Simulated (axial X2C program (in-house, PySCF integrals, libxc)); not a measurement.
# Relativistic diatomic calculation for Se₂⁻

Se₂⁻, single determinant with Ω = 3/2. Computed at this level: PBE0, two-component X2C with atomic mean-field Coulomb and Gaunt terms, Se dyall-acv3z (cores contracted) (axial X2C program (in-house, PySCF integrals, libxc)).

**The input**
```
{"zs": [34, 34], "q": -1, "bas": ["dyall-acv3z", "dyall-acv3z"], "levels": ["PBE0", "HF", "BP86"], "cc": true, "r0": 2.14, "thr": -2.0, "nmax": 90, "npts": 10, "nst": 2, "ntry": 6}
```

The line is the task of a batch: nuclear charges, charge, bases, the levels to run, a first guess of the distance and further settings. This report covers PBE0 with spin-orbit coupling. The log is that of the reference distance 2.285 Å, started from orbitals converged before.

Hardware: 1 thread of Intel Xeon (Granite Rapids), 64 GiB of memory available, shared host.

Launched within a batch (the task file carries these settings):
```bash
python <driver script> task.json out
```

**Log**
```
two-component X2C + atomic mean field  PBE0
basis functions 236  fitting functions 1306  grid points 5802
iter        total energy     max residual
   1      -4857.788404962     1.50e-05
   2      -4857.788404965     1.06e-05
   3      -4857.788404968     2.11e-06
   4      -4857.788404968     9.07e-07
converged
one-electron -7306.43082912  Coulomb 2359.59299133  exact exchange -43.45068438  xc functional -133.42425527  nuclear repulsion 267.71503537  atomic mean-field constant -1.79066290
```

**The points of the curve**

```csv
R (Å),E (hartree),"dipole (D; origin at the first atom, positive when the second is positive)",highest filled (eV),lowest empty (eV)
1.988,−4857.751684,−4.77,0.61,2.55
2.079,−4857.773587,−4.99,0.39,2.35
2.148,−4857.782750,−5.16,0.23,2.19
2.216,−4857.787325,−5.32,0.08,2.05
2.285,−4857.788405,−5.49,−0.07,1.90
2.365,−4857.786402,−5.68,−0.23,1.74
2.445,−4857.781875,−5.87,−0.38,1.58
2.548,−4857.773608,−6.12,−0.56,1.39
2.673,−4857.761358,−6.42,−0.77,1.18
2.856,−4857.742017,−6.86,−1.02,0.90
```

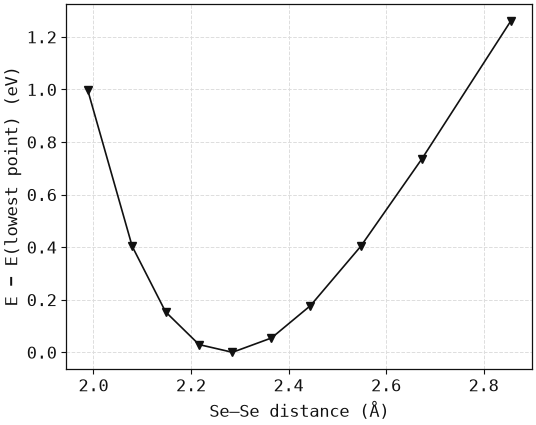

Fig. 1: Energy at 10 bond lengths, for one set of occupations held fixed; the line joins the points. A polynomial of degree 6 through 9 points gives rₑ = 2.276 Å, ωₑ = 326.9 cm⁻¹, ωₑxₑ = 0.77 cm⁻¹ and Bₑ = 0.08145 cm⁻¹. The minimum lies 3.45 eV below Se⁻ + Se, each computed as one determinant at the same level.

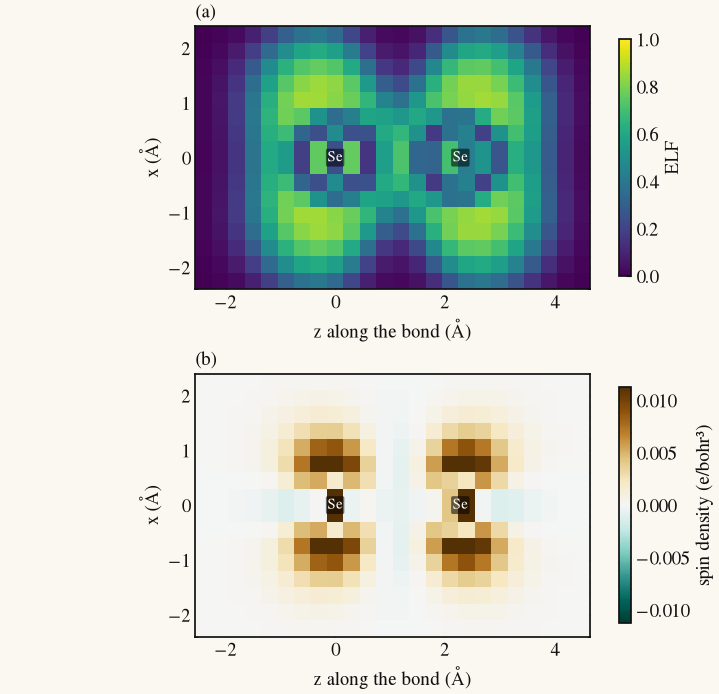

Fig. 2: (a) electron localisation function; (b) spin density, in a plane that holds the axis, at 2.29 Å, on points 0.3 Å apart (one half computed, the other mirrored); the structure near the nuclei is finer than these points.

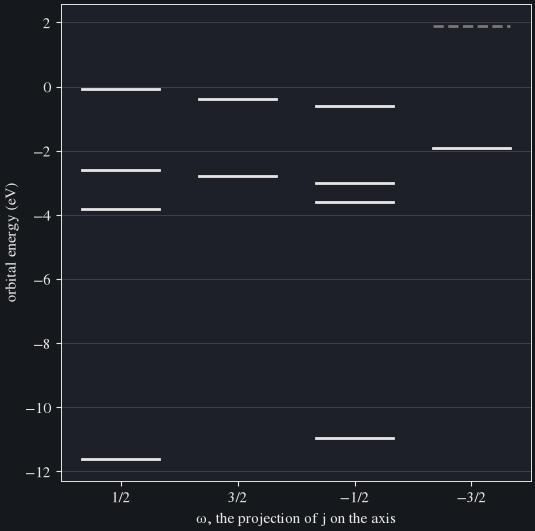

Fig. 3: Orbital energies near the frontier at 2.29 Å, filled (solid) and empty (dashed). The highest filled spinor (1/2; 40 % Se p, 40 % Se p) lies at −0.07 eV, the lowest empty one (−3/2; 39 % Se p, 39 % Se p) at 1.90 eV.

**Summary**

```tsv
quantity	value
outcome	converged; a filled level lies above zero
bond length rₑ	2.276 Å
ωₑ	326.9 cm⁻¹
energy at the minimum	−4857.78843 hartree
depth below the fragments	3.45 eV
wall time	9.7 s
peak memory	0.89 GiB
```

**Remarks**

The highest filled level (PBE0, up to 0.61 eV) lies above zero. That is common for anions, where the functional's self-interaction leaves the outer electrons unbound; only the finite basis holds them, so such levels depend on it.
